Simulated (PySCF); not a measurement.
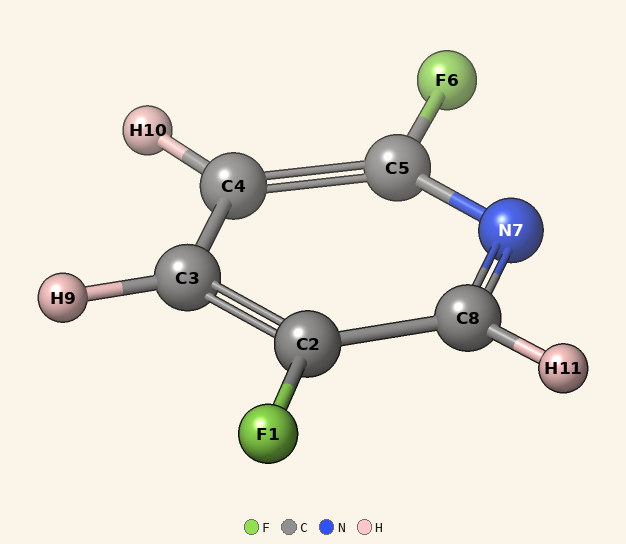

Distant atoms are faded towards the background colour. The computed structure is the end point of a GFN2-xTB optimisation. No frequency run is at hand to confirm it as a minimum.

### What is the conformation of the ring C2–C3–C4–C5–N7–C8?

It is planar. The Cremer–Pople amplitude Q is 0.00 Å.

### Give the torsion angles round the ring, beginning with the bond from its second to its third atom.

0°, 0°, 0°, 0°, 0°, 0°.
